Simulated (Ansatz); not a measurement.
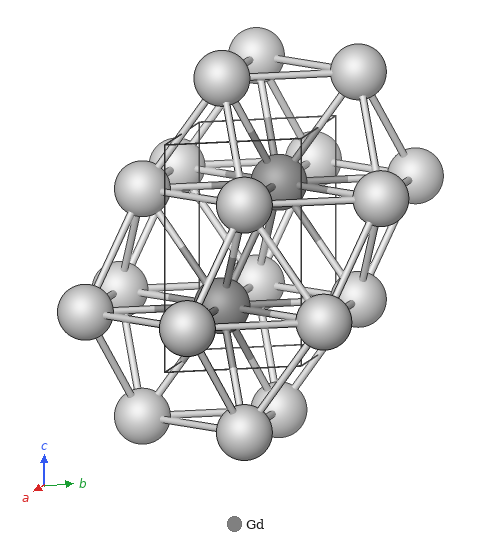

The figure gives a ball-and-stick picture of the atoms, viewed slightly off an axis. The conventional unit cell is drawn as a box. Atoms of adjacent cells appear where they bond to atoms in the box, in fainter colours.

Pairs joined by sticks: Gd–Gd up to 4.06 Å (cut-off distances).

How many atoms make up the cell?

Answer. 2 (gadolinium), counting shared atoms by their share.

Which Bravais lattice does it have?

Answer. Primitive hexagonal.

Which of the 230 space groups is it?

Answer. P6_3/mmc (No. 194), with Gd on 2d.

Structure type?

Answer. Hexagonal close-packed (Mg type).

Which atoms are bonded to Gd?

Answer. Twelve Gd in an anticuboctahedral arrangement.

Describe the bonded network.

Answer. The bonds build a three-dimensional framework.

Source of the structure: the standard structure of this element. Earlier steps of the study may have refined or changed the cell and positions. An electronic-structure calculation with Ansatz was run on it.
